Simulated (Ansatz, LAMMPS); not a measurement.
# Gap against volume in amorphous polycarbonate of ethylene (as short chains C26O24H38), from a frame at 300 K, (176 atoms)

Density of this cell: 1.29 g/cm³. The cell holds 176 atoms: 52 C, 48 O and 76 H. Its edges and angles: a = 12.605 Å, b = 11.875 Å, c = 12.593 Å, α = 88.9°, β = 89.9°, γ = 89.4°. The starting structure: 2 polycarbonate of ethylene chains of 8 units with methyl end groups placed at random, at 1.22 g/cm³; overlaps pushed apart, then 20 ps at 800 K with MMFF94 bonds, angles, torsions, charges and radii (Halgren, J. Comput. Chem. 17, 490 (1996)) in harmonic and 12-6 forms. Snapshot after 30 ps at 300 K and fixed volume.

Calculated with Ansatz 0.2.0: Kohn-Sham DFT, PBE+D4, PAW (set soft_2), plane waves; cutoff 420 eV, Γ point, gaussian smearing of 0.025 eV. The relaxed cell was scaled evenly and the atoms were relaxed at each volume. The gap is that between the highest filled and the lowest empty Kohn-Sham level on the run's k-points.

| volume (Å³/atom) | gap (eV) |
| --- | --- |
| 9.6376 | 5.733 |
| 10.066 | ? |
| 10.387 | 5.664 |
| 10.708 | 5.637 |
| 11.030 | 5.613 |
| 11.351 | 5.592 |

Task: Fit a straight line in ln V to the rows given and interpolate to the withheld row.

**Working.**

A volume deformation potential makes the spacing linear in u = ln(V/V0), with V0 = 10.708 Å³ the relaxed volume; v is the spacing.

| u = ln(V/V0) | v (eV) |
| --- | --- |
| -0.105360 | 5.7328 |
| -0.0304589 | 5.6636 |
| 0 | 5.6366 |
| 0.0295590 | 5.6133 |
| 0.0582685 | 5.5922 |

With n = 5: mean u = -0.00959833, mean v = 5.6477, Σ(u − ū)² = 0.015837, Σ(u − ū)(v − v̄) = -0.013701. Slope b = -0.013701 / 0.015837 = -0.86515; intercept a = v̄ − b ū = 5.6394.

At the withheld volume u = -0.06188, and v = a + b u.

Prediction at 10.066: 5.693 eV. The run gave 5.677 eV, so the fit is high by 0.016 eV (0.29 % of the value).

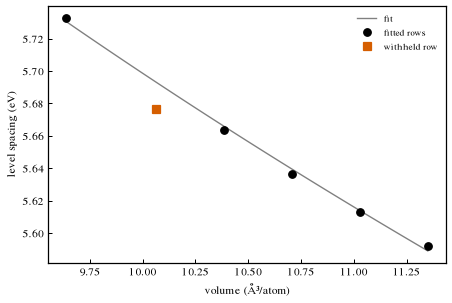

The fit, the rows that it rests on and the withheld row.

The slope, -0.87 eV, says that the spacing narrows on expansion. Among the rows given, the largest miss of the fit is at 11.351, by 0.0032 eV (2.3 % of the range of the table).

Limits: The table spans 16 % in volume, wide for a linear law. Semilocal functionals tend to put gaps under measured ones. Only the Γ point is sampled. Atoms move by up to 1.1 Å in these relaxations, so the structure changes along the series. Defect or tail levels can set the spacing of a disordered cell.

[Hosts, paths, dates, database ids (printed as entryN), source tags and the programs' standing remarks are cut or masked in the printed files.]

[The MMFF94 radii named for the starting cell were scaled by 0.96; in molecules described by MMFF94, hydrogen bound to N, O or S took a small fixed 12-6 site in their place.]
